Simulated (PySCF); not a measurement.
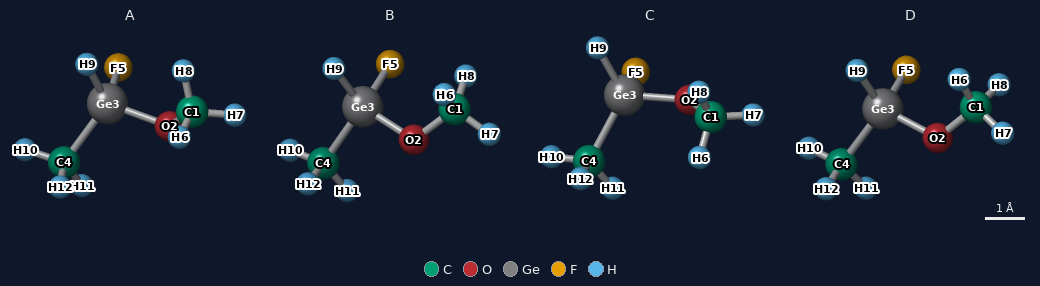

4 geometries from one relaxation of C₂H₇FGeO, in shuffled order. Style: ball-and-stick. Shown from a free direction.

The start comes from GFN2-xTB. Its atoms were then displaced at random by about 0.01 Å.

These are results of PBE0-D3(BJ)/def2-SVP geometry optimisation, gas phase in PySCF 2.14.0, density-fitted response routines, not measurements. 

Q: Put them in the order of the run, from the start to the converged end.

A: C, A, B, D. They are steps 0, 15, 17, 28, at +6.60 kcal/mol, +2.11 kcal/mol, +1.64 kcal/mol relative to the last. The energy falls by 6.60 kcal/mol in 28 geometry steps. The largest move after the best rigid fit is that of H6, 2.06 Å. By element the largest moves are H 2.06 Å, O 1.16 Å, F 0.66 Å, Ge 0.47 Å, C 0.36 Å. Some distances before and after: C1–H8 1.069 → 1.105 Å, C1–O2 1.437 → 1.403 Å, Ge3–F5 1.728 → 1.748 Å, C4–H10 1.117 → 1.099 Å. Bond angles that change, for instance: O2–Ge3–F5 97.7° → 106.6°, C1–O2–Ge3 129.4° → 120.7°, O2–Ge3–C4 114.1° → 107.1°. Groups turn about O2–Ge3 by about 120°.
